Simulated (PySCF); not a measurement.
The calculation's input:

```
{"job": {"kind": "inter", "xc": "wB97M-D3(BJ)", "basis": "def2-TZVPD", "pairs": false}, "charge": 0, "multiplicity": 1, "parts": [{"atoms": "0-3", "charge": 0, "multiplicity": 1}, {"atoms": "4-7", "charge": 0, "multiplicity": 1}]}
F      0.995207    -0.570822    -0.557728
B     -0.301452    -0.300207    -0.302739
F     -0.928440    -1.113765     0.572208
F     -0.653955     1.001840    -0.277832
P     -1.270157    -0.961786    -2.283955
H     -0.429709    -1.438918    -3.320779
H     -2.213536    -2.019172    -2.257494
H     -2.019552    -0.013096    -3.024000
```

Run with:

```sh
OMP_NUM_THREADS=1 python cluster_run.py task.json out
```

Geometry: PBE0-D3(BJ)/def2-SVPD.

The calculation used PySCF 2.14.0, wB97M-D3(BJ)/def2-TZVPD, SCF density, gas phase.

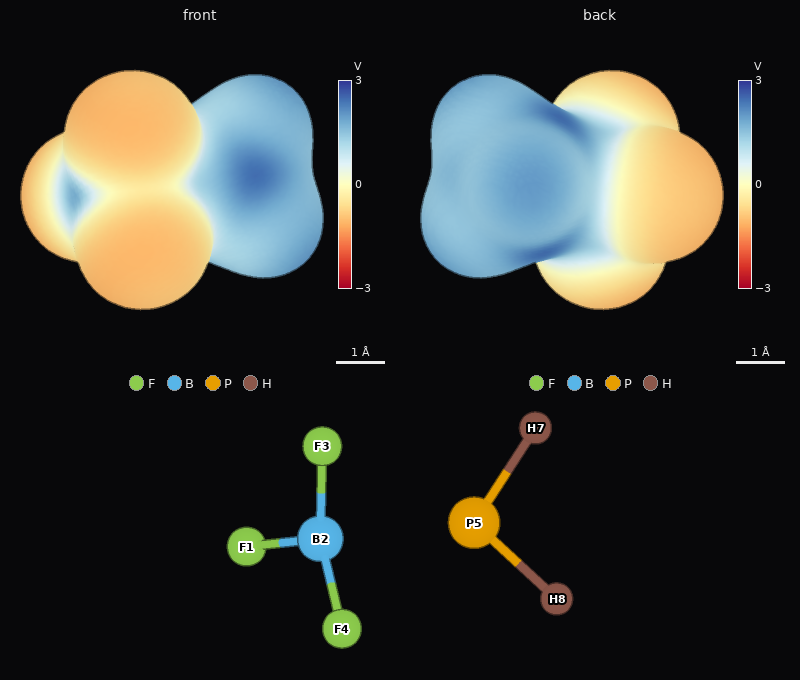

BF3···PH3. The molecular electrostatic potential painted on the density surface at 0.004 e/bohr³, seen from the front and from behind; the colour scale runs from red (negative) to blue (positive). The bare structure is drawn below in the same view.

Which sites attract a positive test charge, and which a negative one?

A positive charge is drawn to the negative regions and a negative charge to the positive ones. The most negative region (about −1.1 V) lies over F1, F3 and F4, the most positive (about +2.4 V) over P5.

What dipole moment does the calculation give?

Its dipole moment is 4.35 D.
